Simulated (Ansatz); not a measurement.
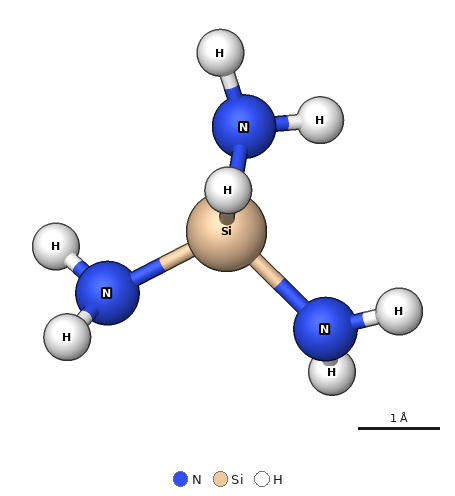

*The structure as given in the input (ball-and-stick view, seen at a tilt).*

**SiN₃H₇: phonon calculation**

SiN₃H₇, computed with RKS PBE0/cc-pVDZ (Ansatz 0.2.0).

It belongs to a series of runs on one base structure; here: vibrations at the highest image of the band.

Input file
```yaml
crystal:
  periodic: [false, false, false]
  atoms:
    - { symbol: "N", position_ang: [-1.267789, 0.967501, 0.062575] }
    - { symbol: Si, position_ang: [0.306507, 0.185029, 0.107811] }
    - { symbol: "N", position_ang: [0.147407, -1.089846, 1.279842] }
    - { symbol: "N", position_ang: [0.777869, -0.564264, -1.38791] }
    - { symbol: H, position_ang: [-1.596522, 1.172331, -0.877946] }
    - { symbol: H, position_ang: [-1.360108, 1.815446, 0.617785] }
    - { symbol: H, position_ang: [1.398301, 1.179866, 0.40991] }
    - { symbol: H, position_ang: [0.984789, -1.45706, 1.720609] }
    - { symbol: H, position_ang: [-0.585765, -0.957005, 1.96942] }
    - { symbol: H, position_ang: [1.05336, 0.029067, -2.1646] }
    - { symbol: H, position_ang: [0.20725, -1.338068, -1.716996] }
basis:
  gaussian: { orbitals: cc-pVDZ }
hamiltonian:
  xc: pbe0
phonons: {}
```

Launch command:
```bash
ansatz run input.yaml --threads 2 --pin off --max-ram 3072MiB --backend cpu --events-out ev --progress --plain --runs-dir out
```

Log
```
Engine: ansatz 0.2.0, x86_64-unknown-linux-gnu
Functional definition: PBE0
  parameter a = 0.25
  parameter kappa = 0.804
  parameter beta = 0.06672455060314922
  exchange = (1 - a)*pbe_x(kappa = kappa, mu = beta*pi^2/3) + a*exact_x
  correlation = pbe_c(beta = beta)
1030 factors; integrals over basis functions are off by at most 3.1e-4 eV
mean field evaluation 1: about -12442.9785 eV, gradient 8.0e1 eV
mean field evaluation 2: about -12432.8065 eV, gradient 1.0e2 eV
mean field evaluation 4: about -12455.2439 eV, gradient 2.4e0 eV
mean field evaluation 8: about -12455.2881 eV, gradient 3.5e-2 eV
mean field -12455.28806168 eV, -457.7233937691 hartree, gradient 2.0e-5 eV, S^2 0.000000; 0 other end points of the search recorded, 0 dependent functions left out
the calculation of the forces begins
reference -12455.28809083 eV, -457.7233948405 hartree; 21, 21 occupied and 74, 74 virtual orbitals, 1030 factors
these checks for a lower state are left out or cut short: stability, starts, cluster_reference, orbital_swaps, neighbouring_geometries, increment
1030 factors; integrals over basis functions are off by at most 3.1e-4 eV
mean field evaluation 16: about -12455.2561 eV, gradient 1.9e-1 eV
mean field -12455.28799045 eV, -457.7233911515 hartree, gradient 2.2e-6 eV, S^2 0.000000; 0 other end points of the search recorded, 0 dependent functions left out
[... from here on the field's lines of each further geometry are left out, up to the last ...]
the calculation of the forces begins
reference -12455.28806907 eV, -457.7233940409 hartree; 21, 21 occupied and 74, 74 virtual orbitals, 1030 factors
these checks for a lower state are left out or cut short: stability, starts, cluster_reference, orbital_swaps, neighbouring_geometries, increment
1030 factors; integrals over basis functions are off by at most 3.1e-4 eV
mean field -12455.28802823 eV, -457.7233925401 hartree, gradient 2.6e-6 eV, S^2 0.000000; 0 other end points of the search recorded, 0 dependent functions left out
the calculation of the forces begins
reference -12455.28805739 eV, -457.7233936118 hartree; 21, 21 occupied and 74, 74 virtual orbitals, 1030 factors
WARN: phonons: modes at or below zero, which the zero-point energy, F, S and C_V leave out: 1, the lowest at -138.67 cm⁻¹. A minimum has none, and a first-order saddle one
Total energy: -12455.28809083 eV, -457.7233948405 hartree
Atom 0 at    -1.267789     0.967501     0.062575 Å, force     0.004936    -0.016126     0.001036 eV/Å
Atom 1 at     0.306507     0.185029     0.107811 Å, force     0.000497     0.015186    -0.011092 eV/Å
Atom 2 at     0.147407    -1.089846     1.279842 Å, force    -0.016347    -0.014138    -0.007462 eV/Å
Atom 3 at     0.777869    -0.564264    -1.387910 Å, force     0.000059     0.016014     0.002738 eV/Å
Atom 4 at    -1.596522     1.172331    -0.877946 Å, force    -0.003639     0.005648     0.001195 eV/Å
Atom 5 at    -1.360108     1.815446     0.617785 Å, force    -0.001010    -0.000126    -0.004752 eV/Å
Atom 6 at     1.398301     1.179866     0.409910 Å, force     0.008393    -0.007289    -0.001286 eV/Å
Atom 7 at     0.984789    -1.457060     1.720609 Å, force     0.008304     0.004301     0.003651 eV/Å
Atom 8 at    -0.585765    -0.957005     1.969420 Å, force    -0.002530     0.001590     0.015237 eV/Å
Atom 9 at     1.053360     0.029067    -2.164600 Å, force    -0.000388    -0.005003    -0.001583 eV/Å
Atom 10 at     0.207250    -1.338068    -1.716996 Å, force     0.001724    -0.000059     0.002317 eV/Å
Dipole moment:    -0.105463     0.195530    -0.080971 e Å
Vibrations: -138.67 202.02 232.31 249.47 324.10 375.86 417.61 434.46 500.01 735.21 748.08 770.09 836.85 853.06 880.99 938.16 971.12 1540.28 1545.41 1561.22 2151.90 3561.71 3577.12 3587.34 3653.71 3680.77 3689.99 cm⁻¹, zero-point energy 2.356869 eV
```

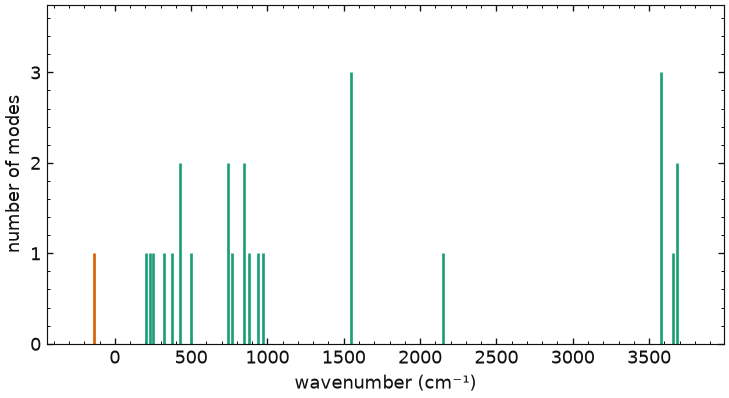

*Harmonic vibrational wavenumbers from the force constants; neighbouring modes closer than 17 cm⁻¹ are counted in one stick, and imaginary ones are drawn at negative wavenumbers.*

27 modes from 139i to 3690 cm⁻¹, 1 imaginary beyond 8i (139i cm⁻¹): a first-order saddle point, if the geometry is stationary.

Key numbers

```tsv
quantity	value
outcome	converged
total energy	−12455.2881 eV
mean-field energy	−12455.2881 eV
largest force (length of the vector)	0.023 eV/Å
hardware	2 threads of AMD EPYC (Zen 3), 16 GiB of memory available, shared host
wall time	73 s (CPU time 2.3 min)
peak memory	0.23 GiB
```
